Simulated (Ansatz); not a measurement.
## Electronic structure of BH$_{3}$···H (doublet) in real space

```csv
atom,x (Å),y (Å),z (Å)
B,0.0000,0.0004,-0.4050
H,0.0000,0.0007,0.8061
H,1.0489,-0.0004,-1.0102
H,-1.0489,-0.0004,-1.0102
H,0.0000,-0.0004,4.2693
```

Method: UKS BLYP/def2-SVP (Ansatz).

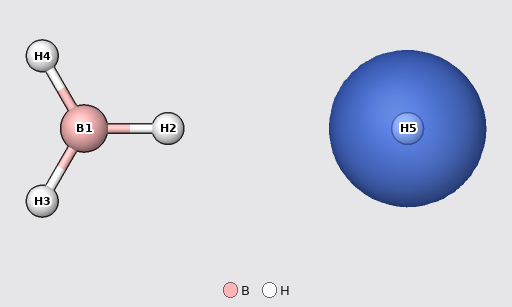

Figure 1. Isosurface of the spin density at +0.03 e/Å³ (blue), seen across its widest extent.

Describe the spin distribution.

Answer. The unpaired spin (1 electron) lies mostly on H5 (about 1.0), in electrons by Hirshfeld's partition.

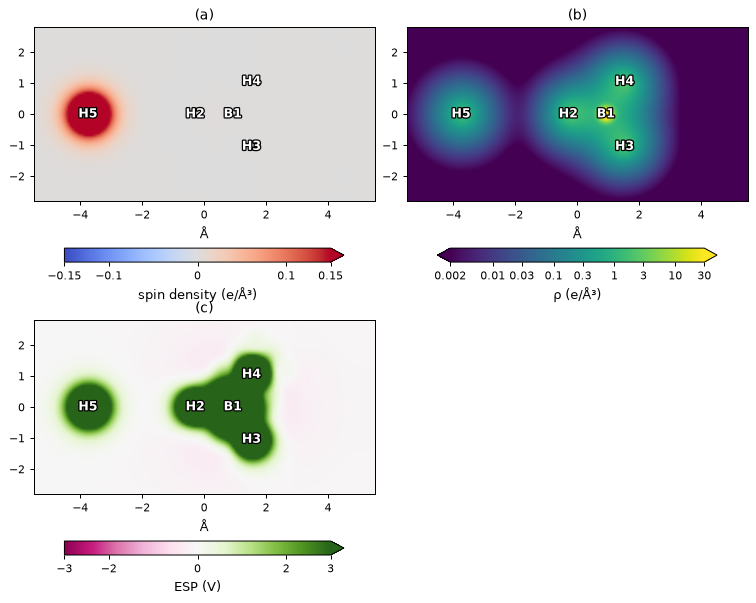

Figure 2. (a) spin density; (b) electron density; (c) electrostatic potential on the molecular plane.

Describe what can be read from this map.

Answer.
- The plane passes through B and H nuclei.
- B–H (1.21 Å): the density is about 1.2 e/Å³ at the midpoint.
- Outside the dense part of the complex the potential is most negative (−0.3 V) near H3 and H4.

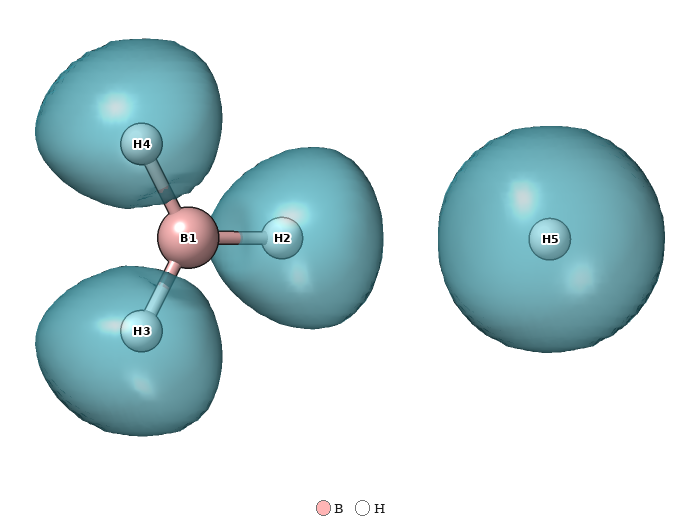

Figure 3. Isosurface of the ELF at 0.9 (cyan), seen at a tilt. Core shells and regions of very low density are left out.

Identify the bonds, lone pairs and shells in this picture.

Answer. At this value the surface marks out four regions around hydrogen nuclei.


B–H (1.21 Å): the ELF climbs to about 1 towards the hydrogen, as it does in any bond to H: a covalent bond by its length.
